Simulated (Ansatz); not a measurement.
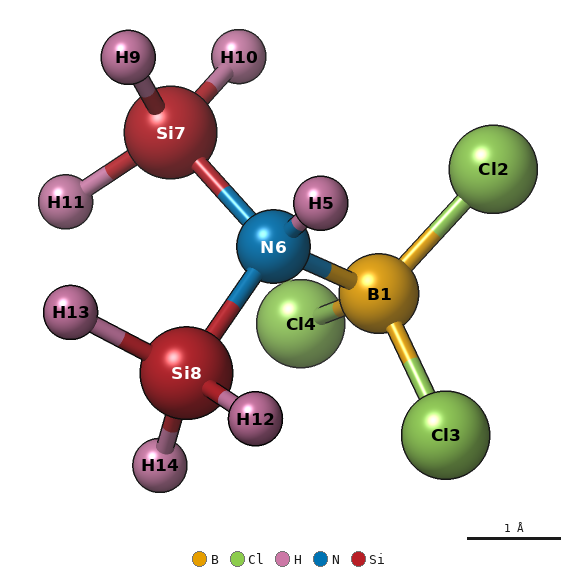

Orthographic view with a scale bar. Computed geometry: PBE0-D4/def2-TZVP optimisation.

Write Cartesian coordinates in Å in the frame of the picture: x to the right, y up, z towards the viewer, origin at the mean of the atomic positions.

```xyz
14
BCl3H7NSi2
B    1.40  -0.32  -0.72
Cl   2.64   1.02  -0.84
Cl   2.13  -1.86  -0.01
Cl   0.56  -0.65  -2.32
H    0.78   0.65   1.05
N    0.26   0.18   0.29
Si  -0.85   1.42  -0.47
Si  -0.68  -1.19   1.06
H   -1.31   2.23   0.69
H   -0.11   2.24  -1.44
H   -1.99   0.67  -1.04
H    0.07  -1.68   2.23
H   -1.93  -0.53   1.51
H   -0.97  -2.18   0.01
```
